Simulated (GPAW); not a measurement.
Two runs for the Zn K edge of atom 2 in ZnAg (Pm-3m). Run A: GPAW, LDA, excited-electron core hole (neutral cell), 8-atom cell with 5.5 Å between holes, 6×6×6 k points, dipole transitions, Gaussian full width 1.67 eV up to 4 eV, rising linearly to 3.5 eV at 25 eV. Run B differs in one choice.

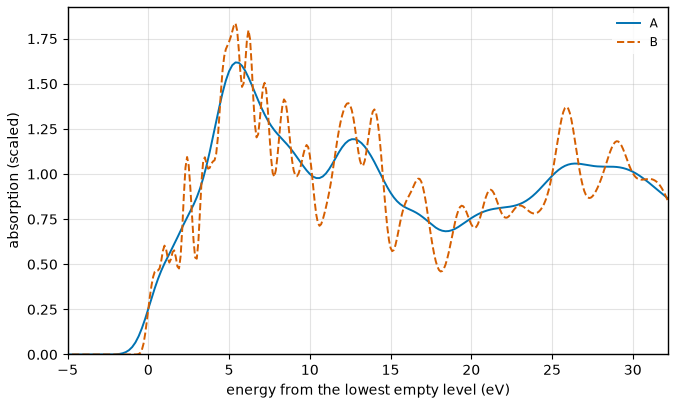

Energy from the lowest empty level; intensity scaled to a mean of 1 over the first 20 eV.

**Question.** What was changed?
a) the broadening
b) the k mesh of the field
c) the size of the supercell
d) the k mesh of the spectrum

(a): run B changes the broadening from Gaussian full width 1.67 eV up to 4 eV, rising linearly to 3.5 eV at 25 eV to Gaussian full width 0.5 eV up to 4 eV, rising linearly to 1.5 eV at 25 eV. Against the first run the r.m.s. difference is 14 %. The highest intensity below 24 eV goes from 5.4 eV (1.62) to 5.4 eV (1.84). Other settings could leave a like mark; this is the one that was changed.

[Hosts, paths, dates, database ids (printed as entryN), source tags and the programs' standing remarks are cut or masked in the printed files.]

[Lists of maxima count a maximum above −3 eV only where it reaches 4 % of the highest in the window and stands out from its surroundings by 2 % of it (1.5 % where it reaches 55 %); shoulders and weaker maxima are passed over, and of the rest the first, up to two pre-edge ones and the few strongest are named.]
